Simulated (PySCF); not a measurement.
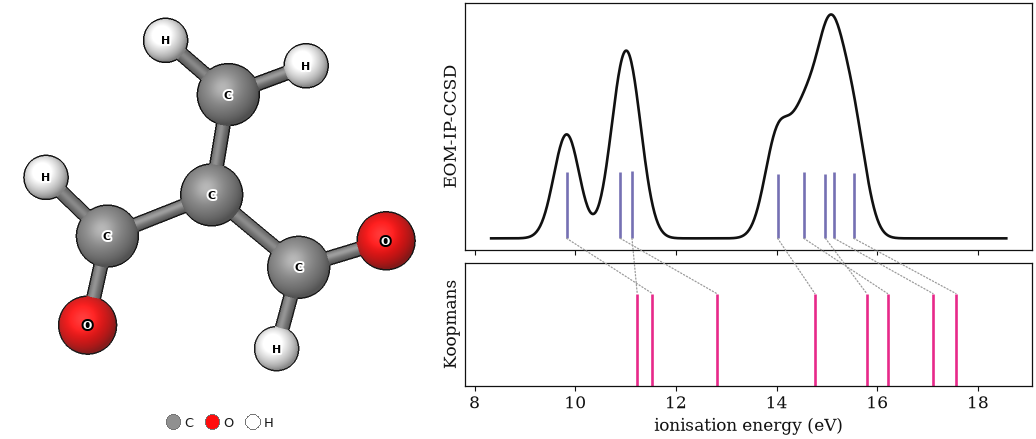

Valence photoelectron lines of C₄H₄O₂, SMILES C=C(C=O)C=O: vertical EOM-IP-CCSD/aug-cc-pVDZ (frozen core, PySCF 2.14.0, at a PBE0-D3(BJ)/def2-SVP geometry (no frequency check); 8 lines, one for each of the 8 highest orbitals, so a line of a deeper orbital can be missing among them) above, Hartree-Fock orbital energies with the sign turned below, non-relativistic; dotted lines join each line to its leading orbital. Stick heights are one-hole weights (summed over degenerate lines), not cross-sections; Gaussian width 0.60 eV.

Q: Do correlation and relaxation change the order of the lines?

A: Yes: in order of rising energy the holes are HOMO−1, HOMO−2, HOMO, HOMO−3, HOMO−5, HOMO−4, HOMO−6, HOMO−7.

Q: List the lines.

A:
```
  hole  EOM-IP-CCSD (eV)  Koopmans (eV)  one-hole weight
HOMO-1              9.83          11.53             0.95
HOMO-2             10.89          12.81             0.94
  HOMO             11.13          11.23             0.96
HOMO-3             14.02          14.76             0.92
HOMO-5             14.54          16.21             0.94
HOMO-4             14.97          15.79             0.91
HOMO-6             15.15          17.11             0.94
HOMO-7             15.53          17.56             0.94
```

Known limits of this run: small basis, so the lines can lie some tenths of an eV too low; one conformer of a flexible molecule.
